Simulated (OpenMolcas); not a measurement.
# BGeH5 (SMILES [BH2][GeH3]): a chain of runs

Wanted: the energy (HF/ANO-R0), then the energy (CASSCF(2,2)/ANO-R1), then an energy scan (CASPT2(2,2)/ANO-R1), then an energy scan (SC-NEVPT2(2,2)/ANO-R1), then an energy scan (MC-PDFT[tPBE](2,2)/ANO-R1) of BGeH5. 

Program for the calculation: OpenMolcas 26.06.

**1. The system as given**

The species is BGeH5 (7 atoms), meant as a singlet with charge 0. As SMILES, `[BH2][GeH3]`. Geometry: relaxed at PBE0-D4/def2-TZVP.

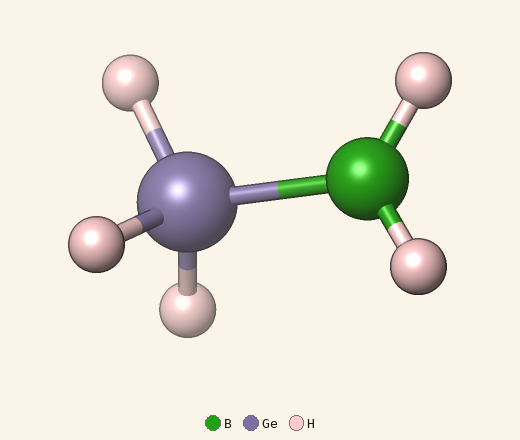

The structure, seen from a chosen angle (boron green, germanium purple, hydrogen pink).

**2. The energy at HF/ANO-R0 (sfX2C) (run 1)**

Input file input.xyz:

```xyz
7

B      0.007500    -1.219800     0.268100
Ge     0.048900     0.786100    -0.183400
H     -1.044400    -1.784600     0.312800
H      0.997700    -1.849300     0.488600
H     -0.601100     1.019700    -1.562200
H     -0.799800     1.566200     0.840700
H      1.452500     1.413700    -0.210300
```

Input file step1.inp:

```
&GATEWAY
  Coord
  input.xyz
  Basis
  ANO-R0
  Group
  NoSym

&SEWARD

&SCF
  PrOrbitals
  0

&LOCALISATION
  Occupied
  Freeze
  Pipek-Mezey

&LOCALISATION
  FileOrb
  $Project.LocOrb
  Virtual
  Pipek-Mezey
```

Run with:

```
export MOLCAS_MEM=1860
pymolcas step1.inp > step1.log
```

What it wrote:

```text
--- Start Module: gateway ---
[...]
--- Stop Module: gateway /rc=_RC_ALL_IS_WELL_ ---
[...]
      Basis functions           28
[...]
       Convergence after   9 Iterations
[...]
::    Total SCF energy                              -2124.2201184437
[...]
      Total spin, S                                     0.0000000000
[...]
      Total electronic charge=   42.000000
      Total            charge=   -0.000000
[...]
      Dipole Moment (debye):
      Origin of the operator (angstrom)=    0.0412    0.5007   -0.1193
                   X=  7.9054E-02               Y= -9.7485E-01               Z=  2.2934E-01           Total=  1.0046E+00
      Quadrupole Moment (debye*angstrom):
[...]
--- Start Module: localisation ---
[...]
--- Stop Module: localisation /rc=_RC_ALL_IS_WELL_ ---
--- Start Module: localisation ---
[...]
--- Stop Module: localisation /rc=_RC_ALL_IS_WELL_ ---
[...]
```

Run time: 2.1 s. Hardware: 1 thread of AMD EPYC 9R45 (Zen 5), shared host; peak memory 0.41 GiB.

**3. A single-point energy at CASSCF(2,2)/ANO-R1 (sfX2C, RICD fitting) (run 2)**

input.xyz is that of step 2.

Input file step2.inp:

```
* BGeH5 CASSCF

&GATEWAY
 Coord=input.xyz
 Basis=ANO-R0
 Group=NoSym

&SEWARD

&RASSCF
 FileOrb=$CurrDir/step1.LocOrb
 Alter=2
 1 19 21
 1 22 26
 Spin=1
 Nactel=2 0 0
 Inactive=20
 Ras2=2
 OrbListing=Nothing
>>> COPY $Project.RunFile RUNFIL1
>>> COPY $Project.RasOrb INPORB

&GATEWAY
 Coord=input.xyz
 Basis=ANO-R1
 Group=NoSym
 RICD

&SEWARD
>>> COPY $Project.RunFile RUNFIL2

&EXPBAS

&RASSCF
 FileOrb=$Project.ExpOrb
 Spin=1
 Nactel=2 0 0
 Inactive=20
 Ras2=2
 OrbListing=Nothing
```

Run with:

```
export MOLCAS_MEM=1860
pymolcas step2.inp > step2.log
```

What it wrote:

```text
--- Start Module: gateway ---
[...]
--- Stop Module: gateway /rc=_RC_ALL_IS_WELL_ ---
[...]
      Basis functions           28
[...]
      Number of active orbitals                  2
[...]
      Spin quantum number                      0.0
[...]
      Active orbitals                            2
[...]
      Number of CSFs                             3
[...]
      Number of root(s) required                 1
[...]
      Convergence after 11 iterations
[...]
      printout of CI-coefficients larger than  0.05 for root  1
      energy=   -2124.227886
      conf/sym  11     Coeff  Weight
             1  20   0.99509 0.99021
             3  02  -0.09893 0.00979
      Natural orbitals and occupation numbers for root  1
      sym 1:   1.980425   0.019575
      ************************************************************************************************************************
      *                                                    Final results                                                     *
[...]
::    RASSCF root number  1 Total energy:  -2124.22788649
[...]
      Basis functions           78
[...]
--- Start Module: expbas ---
[...]
--- Stop Module: expbas /rc=_RC_ALL_IS_WELL_ ---
--- Start Module: rasscf ---
[...]
      Convergence after 15 iterations
[...]
      Natural orbitals and occupation numbers for root  1
      sym 1:   1.977663   0.022337
      ************************************************************************************************************************
      *                                                    Final results                                                     *
[...]
::    RASSCF root number  1 Total energy:  -2124.72420309
[...]
      Total electronic charge=   42.000000
      Total            charge=   -0.000000
[...]
      Dipole Moment (debye):
      Origin of the operator (angstrom)=    0.0412    0.5007   -0.1193
                   X=  1.7903E-02               Y= -6.7381E-01               Z=  7.3317E-02           Total=  6.7803E-01
      Quadrupole Moment (debye*angstrom):
[...]
--- Stop Module: rasscf /rc=_RC_ALL_IS_WELL_ ---
[...]
```

Wall time 7.5 s (1 thread of AMD EPYC 9R45 (Zen 5), shared host); peak memory 0.41 GiB.

**4. An energy scan at CASPT2(2,2)/ANO-R1 (sfX2C, RICD fitting, ipea shift 0.25 Eh, pt2 variant SS) (run 3)**

Input file step3.inp:

```
>>> COPY $CurrDir/step2.RasOrb $Project.RasOrb
>>> ForEach K in (1, 2, 3, 4, 5, 6, 7, 8, 9)
&GATEWAY
Coord=$CurrDir/point$K.xyz
Basis=ANO-R1
Group=NoSym
RICD
&SEWARD
&RASSCF
FileOrb=$Project.RasOrb
Spin=1
Nactel=2 0 0
Inactive=20
Ras2=2
OrbListing=Nothing
&CASPT2
Imaginary=0.2
Frozen=10
>>> EndDo
```

Run with:

```
export MOLCAS_MEM=1860
pymolcas step3.inp > step3.log
```

What it wrote:

```text
[...]
      Basis functions           78
[...]
      Number of active orbitals                  2
[...]
      Spin quantum number                      0.0
[...]
      Active orbitals                            2
[...]
      Number of CSFs                             3
[...]
      Number of root(s) required                 1
[...]
      Convergence after 11 iterations
[...]
      Natural orbitals and occupation numbers for root  1
      sym 1:   1.984176   0.015824
      ************************************************************************************************************************
      *                                                    Final results                                                     *
[...]
::    RASSCF root number  1 Total energy:  -2124.71403473
[...]
::    CASPT2 Root  1     Total energy:  -2125.28497781
[...]
      Convergence after 10 iterations
[...]
      Natural orbitals and occupation numbers for root  1
      sym 1:   1.977668   0.022332
      ************************************************************************************************************************
      *                                                    Final results                                                     *
[...]
      Convergence after 12 iterations
[...]
      Natural orbitals and occupation numbers for root  1
      sym 1:   1.780770   0.219230
      ************************************************************************************************************************
      *                                                    Final results                                                     *
[...]
      Convergence after 12 iterations
[...]
      Natural orbitals and occupation numbers for root  1
      sym 1:   1.575815   0.424185
      ************************************************************************************************************************
      *                                                    Final results                                                     *
[...]
      Convergence after 13 iterations
[...]
      Natural orbitals and occupation numbers for root  1
      sym 1:   1.306358   0.693642
      ************************************************************************************************************************
      *                                                    Final results                                                     *
[...]
::    RASSCF root number  1 Total energy:  -2124.60500008
[...]
::    CASPT2 Root  1     Total energy:  -2125.16473046
[...]
      Convergence after 11 iterations
[...]
::    RASSCF root number  1 Total energy:  -2124.60156250
[...]
::    CASPT2 Root  1     Total energy:  -2125.16129828
[...]
```

Wall time 48 s (1 thread of AMD EPYC 9R45 (Zen 5), shared host); peak memory 0.16 GiB.

The scan, from its lowest point:

```csv
H5–Ge2 (Å),energy (kJ/mol)
1.388,19.5
1.542,0.0
1.696,18.0
1.928,74.7
2.236,159.6
2.622,245.4
3.084,305.3
3.701,335.2
4.626,344.2
```

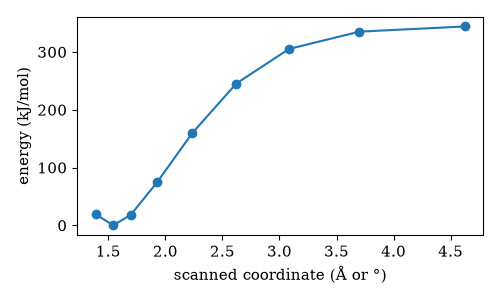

Energy along the scan.

**5. The energy along one coordinate at SC-NEVPT2(2,2)/ANO-R1 (sfX2C, RICD fitting, pt2 variant SC-NEVPT2) (run 4)**

Input file step4.inp:

```
>>> EXPORT MOLCAS_PRINT=2
>>> COPY $CurrDir/step2.RasOrb $Project.RasOrb
>>> ForEach K in (1, 2, 3, 4, 5, 6, 7, 8, 9)
&gateway
coord=$CurrDir/point$K.xyz
basis=ANO-R1
group=NoSym
ricd
&seward
&rasscf
fileorb=$Project.RasOrb
spin=1
nactel=2 0 0
inactive=20
ras2=2
orblisting=Nothing
&caspt2
sc-nevpt2
frozen=10
>>> EndDo
```

Run with:

```
export MOLCAS_MEM=1860
pymolcas step4.inp > step4.log
```

What it wrote:

```text
[...]
      Basis functions           78
[...]
      Number of active orbitals                  2
[...]
      Spin quantum number                      0.0
[...]
      Active orbitals                            2
[...]
      Number of CSFs                             3
[...]
      Number of root(s) required                 1
[...]
      Convergence after 11 iterations
[...]
      printout of CI-coefficients larger than  0.05 for root  1
      energy=   -2124.714035
      conf/sym  11     Coeff  Weight
             1  20   0.99604 0.99209
             3  02  -0.08895 0.00791
      Natural orbitals and occupation numbers for root  1
      sym 1:   1.984176   0.015824
      ************************************************************************************************************************
      *                                                    Final results                                                     *
[...]
::    RASSCF root number  1 Total energy:  -2124.71403473
[...]
      E2 (Variational):          -0.5663682957
[...]
::    SC-NEVPT2 Root  1     Total energy:  -2125.28036628
[...]
      Convergence after 10 iterations
[...]
      Natural orbitals and occupation numbers for root  1
      sym 1:   1.977668   0.022332
      ************************************************************************************************************************
      *                                                    Final results                                                     *
[...]
      Convergence after 12 iterations
[...]
      Natural orbitals and occupation numbers for root  1
      sym 1:   1.780770   0.219230
      ************************************************************************************************************************
      *                                                    Final results                                                     *
[...]
      Convergence after 12 iterations
[...]
      Natural orbitals and occupation numbers for root  1
      sym 1:   1.575815   0.424185
      ************************************************************************************************************************
      *                                                    Final results                                                     *
[...]
      Convergence after 13 iterations
[...]
::    RASSCF root number  1 Total energy:  -2124.60500008
[...]
::    SC-NEVPT2 Root  1     Total energy:  -2125.16410539
[...]
      Convergence after 11 iterations
[...]
::    RASSCF root number  1 Total energy:  -2124.60156250
[...]
      E2 (Variational):          -0.5592919513
[...]
      Reference weight:           0.89562
[...]
::    SC-NEVPT2 Root  1     Total energy:  -2125.16085445
[...]
```

It took 47 s on 1 thread of AMD EPYC 9R45 (Zen 5), shared host; peak memory 0.16 GiB.

The scan, from its lowest point:

```
H5–Ge2 (Å)  energy (kJ/mol)
     1.388             21.4
     1.542              0.0
     1.696             16.5
     1.928             71.6
     2.236            155.0
     2.622            239.4
     3.084            297.9
     3.701            326.7
     4.626            335.2
```

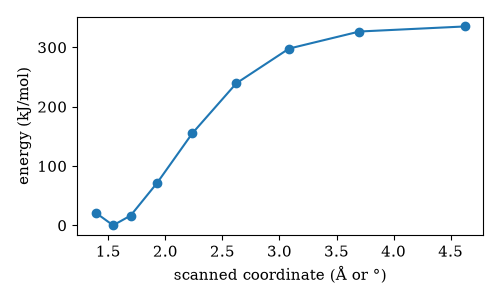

Energy along the scan.

**6. An energy scan at MC-PDFT[tPBE](2,2)/ANO-R1 (sfX2C, RICD fitting) (run 5)**

Input file step5.input:

```
* BGeH5 MC-PDFT
>>> COPY $CurrDir/step2.RasOrb $Project.RasOrb
>>> ForEach K in (1, 2, 3, 4, 5, 6, 7, 8, 9)
&GATEWAY
Coord=$CurrDir/point$K.xyz
Basis=ANO-R1
Group=NoSym
RICD
&SEWARD
&RASSCF
FileOrb=$Project.RasOrb
Spin=1
Nactel=2 0 0
Inactive=20
Ras2=2
OrbListing=Nothing
&MCPDFT
KSDFT=T:PBE
>>> EndDo
```

Run with:

```
export MOLCAS_MEM=1860
pymolcas step5.input > step5.log
```

What it wrote:

```text
--- Start Module: gateway ---
[...]
      Basis functions           78
[...]
      Number of active orbitals                  2
[...]
      Spin quantum number                      0.0
[...]
      Active orbitals                            2
[...]
      Number of CSFs                             3
[...]
      Number of root(s) required                 1
[...]
      Convergence after 11 iterations
[...]
      printout of CI-coefficients larger than  0.05 for root  1
      energy=   -2124.714035
      conf/sym  11     Coeff  Weight
             1  20   0.99604 0.99209
             3  02  -0.08895 0.00791
      Natural orbitals and occupation numbers for root  1
      sym 1:   1.984176   0.015824
      ************************************************************************************************************************
      *                                                    Final results                                                     *
[...]
::    RASSCF root number  1 Total energy:  -2124.71403473
[...]
::    MCPDFT root number  1 Total energy:  -2126.28111470
[...]
      Convergence after 10 iterations
[...]
      Natural orbitals and occupation numbers for root  1
      sym 1:   1.977668   0.022332
      ************************************************************************************************************************
      *                                                    Final results                                                     *
[...]
      Convergence after 12 iterations
[...]
      Natural orbitals and occupation numbers for root  1
      sym 1:   1.780770   0.219230
      ************************************************************************************************************************
      *                                                    Final results                                                     *
[...]
      Convergence after 12 iterations
[...]
      Natural orbitals and occupation numbers for root  1
      sym 1:   1.575815   0.424185
      ************************************************************************************************************************
      *                                                    Final results                                                     *
[...]
      Convergence after 13 iterations
[...]
::    RASSCF root number  1 Total energy:  -2124.60500008
[...]
::    MCPDFT root number  1 Total energy:  -2126.16064978
[...]
      Convergence after 11 iterations
[...]
::    RASSCF root number  1 Total energy:  -2124.60156250
[...]
      Total electronic charge=   42.000000
      Total            charge=   -0.000000
[...]
::    MCPDFT root number  1 Total energy:  -2126.15799198
[...]
```

Run time: 49 s. Hardware: 1 thread of AMD EPYC 9R45 (Zen 5), shared host; peak memory 0.16 GiB.

The scan, from its lowest point:

| H5–Ge2 (Å) | energy (kJ/mol) |
| --- | --- |
| 1.388 | 22.7 |
| 1.542 | 0.0 |
| 1.696 | 14.9 |
| 1.928 | 68.2 |
| 2.236 | 151.7 |
| 2.622 | 240.1 |
| 3.084 | 305.9 |
| 3.701 | 339.0 |
| 4.626 | 346.0 |

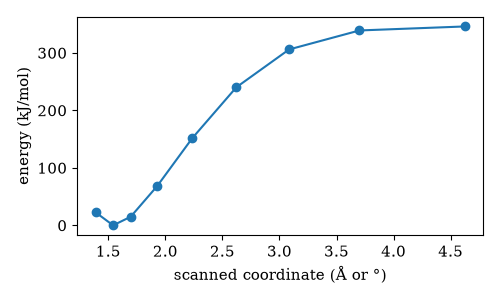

Energy along the scan.

**7. Outcome**

| quantity | value |
| --- | --- |
| run 1, HF/ANO-R0: total energy | -2124.22012 Eh |
| run 1, HF/ANO-R0: dipole moment | 1.00 D |
| run 1, HF/ANO-R0: HOMO energy | -13.23 eV |
| run 1, HF/ANO-R0: LUMO energy | -0.56 eV |
| run 1, HF/ANO-R0: HOMO–LUMO gap | 12.67 eV |
| run 2, CASSCF(2,2)/ANO-R1: total energy | -2124.72420 Eh |
| run 2, CASSCF(2,2)/ANO-R1: dipole moment (CASSCF density) | 0.68 D |
| run 3, CASPT2(2,2)/ANO-R1: lowest energy of the scan | -2125.29239 Eh |
| run 4, SC-NEVPT2(2,2)/ANO-R1: lowest energy of the scan | -2125.28853 Eh |
| run 5, MC-PDFT[tPBE](2,2)/ANO-R1: lowest energy of the scan | -2126.28976 Eh |

In words: Mulliken charges (run 1, HF/ANO-R0) run from -0.44 on B1 to +0.19 on H3; they depend strongly on the basis. Mulliken charges (run 2, CASSCF(2,2)/ANO-R1) run from -0.18 on B1 to +0.27 on Ge2.
